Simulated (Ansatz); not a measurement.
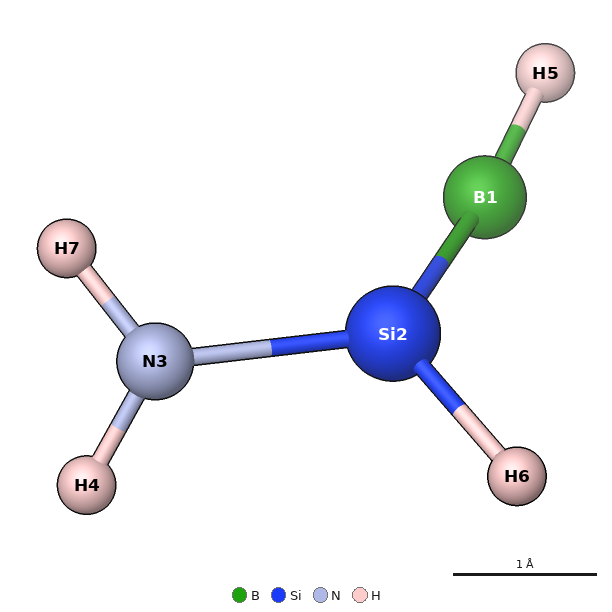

Orthographic view. Atoms fade into the background with distance from the viewer. The geometry was computed by an optimisation with PBE0-D4/def2-TZVP. No frequency run is at hand to confirm it as a minimum.

Write a Z-matrix (Å, degrees) in the order of the atom numbers, with these reference atoms: 2 to 1; 3 to 2, 1; 4 to 3, 2, 1; 5 to 1, 2, 3; 6 to 2, 3, 4; 7 to 3, 4, 2.

```
B  
Si   1   1.838
N    2   1.713   1   124.3
H    3   1.007   2   121.4   1   104.2
H    1   1.182   2   162.8   3    93.2
H    2   1.478   3   113.5   4   -57.2
H    3   1.006   4   111.6   2   149.8
```
